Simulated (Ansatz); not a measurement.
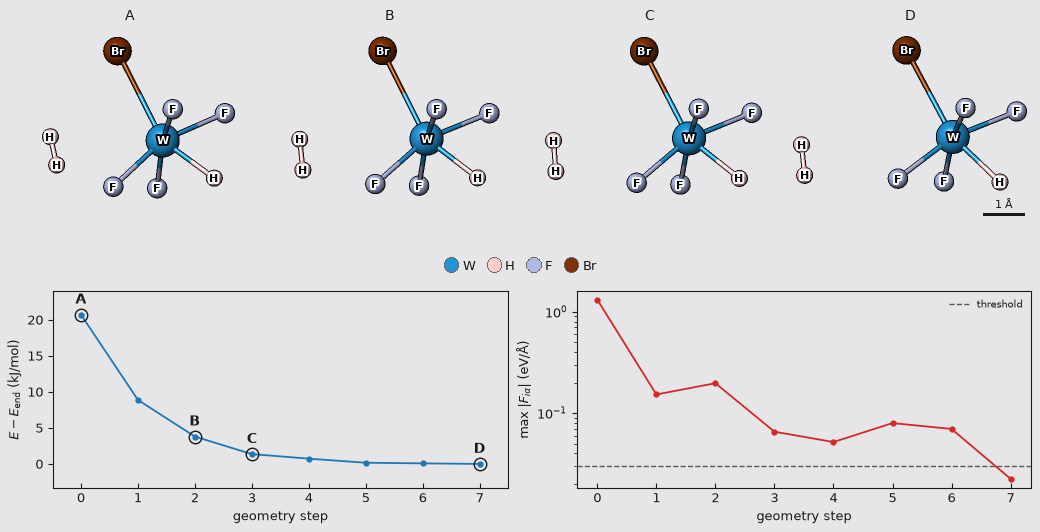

Frames of a relaxation of WH₃BrF₄, marked on the history of the run. The picture is a ball-and-stick view, seen at a tilt.

The run prepares an end point of a later path (reaction) calculation, from a guessed geometry.

All numbers below come from RKS PBE/def2-SVP (Ansatz). (no spin polarisation; force threshold 0.03 eV/Å; at most 50 steps)

> What happens along the run?

Over 7 geometry steps the energy falls by 20.7 kJ/mol. Largest force component: 1.3 eV/Å at the start, 0.022 eV/Å at the end. An H atom moves most after the best rigid fit: 0.89 Å. Largest moves by element: H 0.89 Å, F 0.34 Å, W 0.28 Å, Br 0.25 Å. Among the contacts that change: H–W 2.929 → 4.097 Å, Br–W 2.553 → 2.502 Å, H–H 0.721 → 0.768 Å, H–W 1.711 → 1.729 Å. Bond angles that change, for instance: H–W–Br 153.1° → 161.6°, F–W–Br 110.9° → 104.2°, F–W–Br 108.5° → 104.0°. From step 0 to 2: an H atom moves most (0.39 Å), energy −16.9 kJ/mol. From step 2 to 3: an H atom moves most (0.19 Å), energy −2.44 kJ/mol. From step 3 to 7: an H atom moves most (0.34 Å), energy −1.36 kJ/mol.

```json
{"step": "0", "E − E(0), kJ/mol": "0.00", "largest force component, eV/Å": "1.3145"}
{"step": "1", "E − E(0), kJ/mol": "-11.83", "largest force component, eV/Å": "0.1525"}
{"step": "2", "E − E(0), kJ/mol": "-16.92", "largest force component, eV/Å": "0.1970"}
{"step": "3", "E − E(0), kJ/mol": "-19.35", "largest force component, eV/Å": "0.0654"}
{"step": "4", "E − E(0), kJ/mol": "-19.98", "largest force component, eV/Å": "0.0517"}
{"step": "5", "E − E(0), kJ/mol": "-20.55", "largest force component, eV/Å": "0.0796"}
{"step": "6", "E − E(0), kJ/mol": "-20.64", "largest force component, eV/Å": "0.0696"}
{"step": "7", "E − E(0), kJ/mol": "-20.72", "largest force component, eV/Å": "0.0224"}
```

Limits of the set-up: the start holds two separate molecules, 2.5 Å apart at their closest, whose relative position is a soft coordinate and is computed without a dispersion correction.
